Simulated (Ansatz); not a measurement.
## Electronic structure of AlBH4S in real space

The calculation's input:

```
crystal:
  periodic: [false, false, false]
  atoms:
    - { symbol: B, position_ang: [-1.38943, 0.48902, -0.7687] }
    - { symbol: Al, position_ang: [0.2996, 0.18185, 0.39119] }
    - { symbol: S, position_ang: [0.82386, 1.54832, 2.04046] }
    - { symbol: H, position_ang: [-2.31156, -0.24396, -0.72578] }
    - { symbol: H, position_ang: [-1.45226, 1.2828, -1.63619] }
    - { symbol: H, position_ang: [1.38174, -0.94524, 0.35071] }
    - { symbol: H, position_ang: [1.96968, 0.88262, 2.18237] }
basis:
  gaussian: { orbitals: cc-pVDZ }
hamiltonian:
  xc: b3lyp
relax:
  f_tol: 0.015
  max_steps: 40
output:
  orbitals: {}
```

Run with:

```sh
ansatz run input.yaml --threads 1 --pin off --max-ram 2048MiB --backend cpu --events-out ev --progress --plain --runs-dir out
```

The fields are those of the relaxed geometry.

Level of theory: RKS B3LYP/cc-pVDZ in Ansatz 0.2.0.

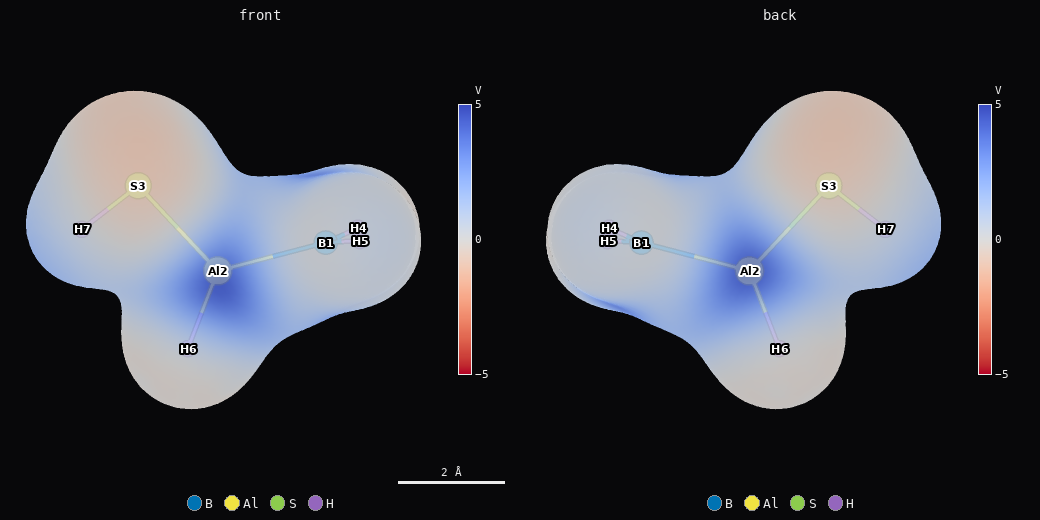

Figure 1. The molecular electrostatic potential painted on the density surface at 0.004 e/bohr³, seen from the front and from behind; the colour scale runs from red (negative) to blue (positive).

Question: Describe the electrostatic potential map.

Answer: The most negative region (about −0.8 V) lies over S3, the most positive (about +4.3 V) over Al2.

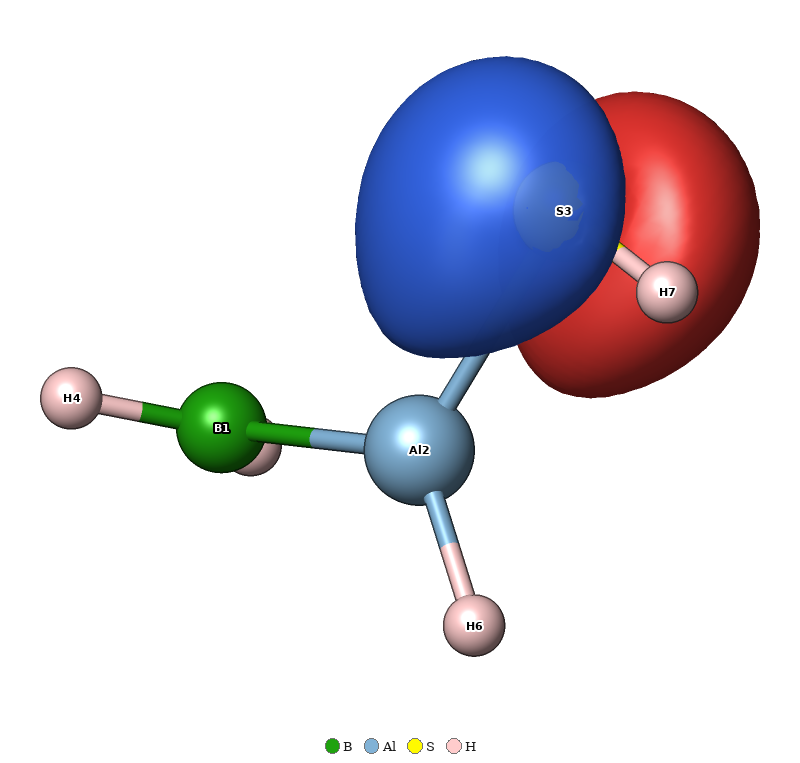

Figure 2. One frontier orbital at ±0.15 Å⁻³ᐟ² (blue and red are the two phases), seen at an oblique angle.

Question: Which orbital is it: HOMO or LUMO?

Answer: The HOMO, at −7.24 eV. By Hirshfeld shares it lies mainly on S3 (about 85 %); largely a lone pair of S3.

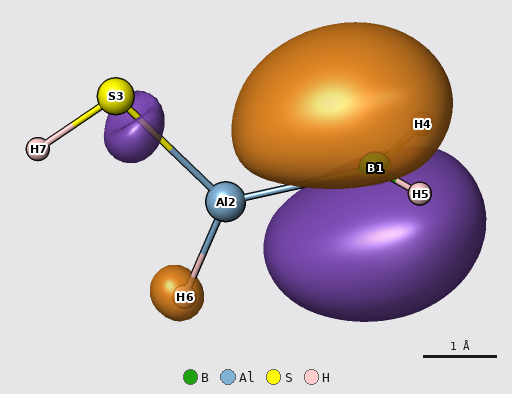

Figure 3. The LUMO at ±0.1 Å⁻³ᐟ² (orange and purple are the two phases), seen at a tilt.

Question: Where does this orbital lie, and at what energy?

Answer: Its weight (Hirshfeld) is mainly on B1 (about 65 %), Al2 (about 15 %), H4 (about 5 %) and H5 (about 5 %). Its energy is −2.65 eV.
